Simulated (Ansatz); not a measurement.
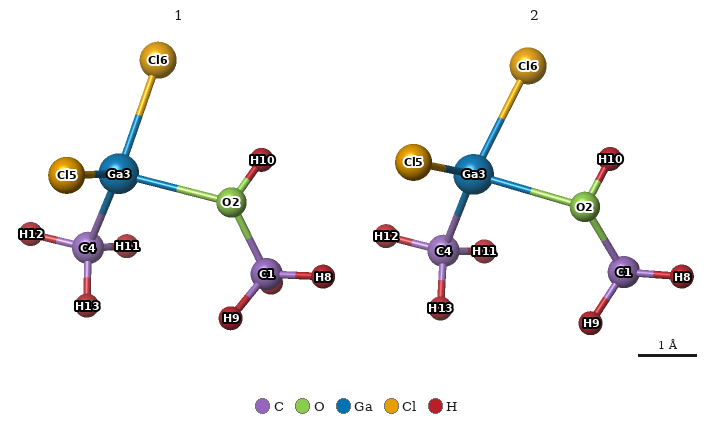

Two geometries of C₂H₇Cl₂GaO, drawn at one scale. One is the start of a relaxation, the other its converged end. A ball-and-stick model, seen from a free direction.

The calculation used RKS PBE0-D4/def2-TZVP (Ansatz 0.2.0). (force threshold 0.005 eV/Å; at most 150 steps)

### Which geometry has the lower energy?

Structure 1 is the relaxed one. The start comes from PBE-D4/def2-SVP. The energy falls by 6.06 kJ/mol in 25 accepted moves (27 points after the start). Largest force component: 0.74 eV/Å at the start, 0.0046 eV/Å at the end. The line search rejected the trial steps at points 20, 24 of the run. The forces were under the threshold at step 8, but the run went on from there. The atom that moves furthest after the best rigid fit is a Cl atom (0.28 Å). By element the largest moves are Cl 0.28 Å, H 0.25 Å, O 0.19 Å, C 0.08 Å, Ga 0.03 Å. Near-neighbour distances that change, for instance: Cl–Ga 2.229 → 2.189 Å, Ga–O 2.130 → 2.094 Å, H–O 0.987 → 0.966 Å, C–H 1.111 → 1.092 Å. Bond angles that change, for instance: Ga–O–H 95.4° → 104.5°, O–Ga–Cl 85.9° → 89.4°, C–O–Ga 121.9° → 124.4°.
